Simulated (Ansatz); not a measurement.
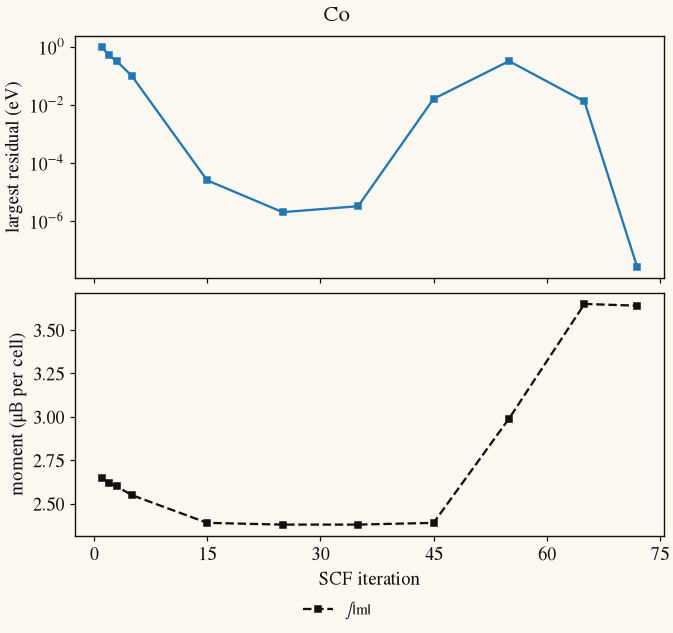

The plot shows the SCF iterations of a calculation: largest residual, magnetic moments. Only some iterations were kept.

Co (P6_3/mmc, 2 atoms in the cell); Ansatz, DFT, PBE, norm-conserving potentials, plane waves, scalar-relativistic; cutoff 1306.15 eV, 6×6×4 k-mesh, Gaussian smearing of 0.1 eV, non-collinear spins.
Setting under test: default search for lower states.

Question: Did the calculation converge?

Answer: Converged, in 72 iterations. The residual falls unevenly and jumps up by a factor of two or more twice between kept points, most sharply before step 45 (by about 4 orders of magnitude).

Question: What is the residual at the start and at the end?

Answer: It starts near 1 and ends near 2 × 10⁻⁸ eV.

Question: What happens to the magnetisation?

Answer: The integral of |m| doesn't settle. Over the last points it still swings between 2.4 and 3.6 μB per cell.
